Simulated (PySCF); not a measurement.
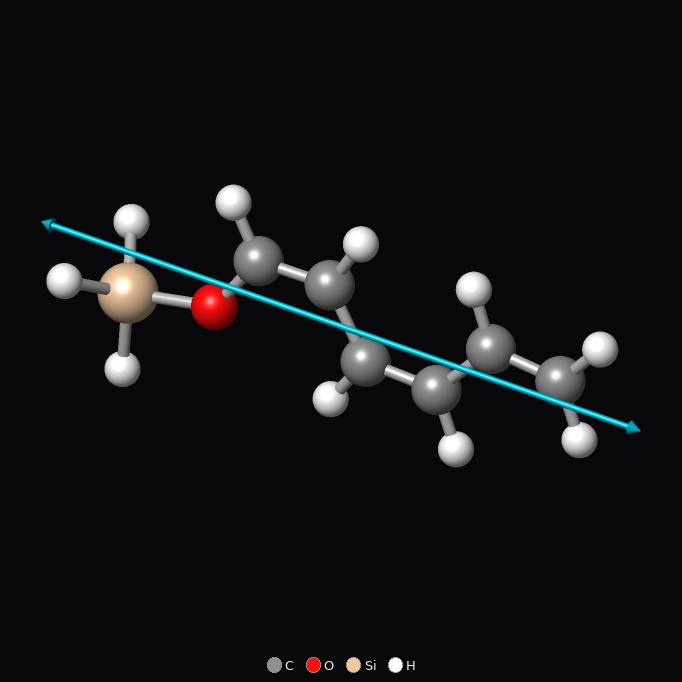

The double arrow shows the direction of the transition dipole to excited singlet state 1 (its length means nothing). The computed structure is the end point of a GFN2-xTB optimisation. No frequency run is at hand to confirm it as a minimum. Properties computed with TDDFT CAM-B3LYP/def2-SVPD, vertical, gas phase, core orbitals frozen in the response (PySCF 2.14.0).

Question. Where does the transition lie, and how strong is it?

Answer. 4.65 eV (267 nm), oscillator strength 1.08, mainly HOMO → LUMO (weight 0.98); transition dipole 7.84 D.

The geometry is semi-empirical. Around Si such bond lengths and angles can be off by a tenth of an ångström or more and by several degrees, and values that hang on the shape move with them.
